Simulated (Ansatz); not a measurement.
Consider BN in the zinc blende structure (space group F-43m, No. 216; a = 3.625 Å).

Now apply this change: the cell is scaled by 0.9800 in all directions; the atoms relax in the strained cell.

Computed with DFT with PBE, PAW potentials and a 420 eV plane-wave cutoff in Ansatz (a quantum-chemistry and plane-wave program), without spin-orbit coupling.

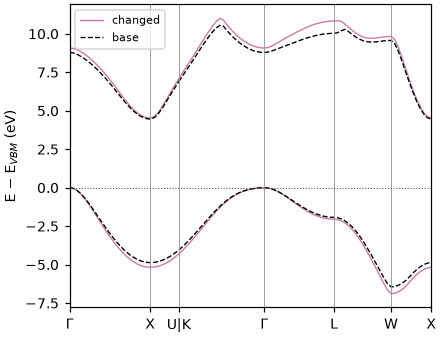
Figure: Highest valence and lowest conduction band along the path, each from its own valence-band maximum

From the figure, how large is the changed gap, and is it direct?

About 4.5 eV, indirect, Γ → X.

Whether these cells are dynamically stable was not tested.
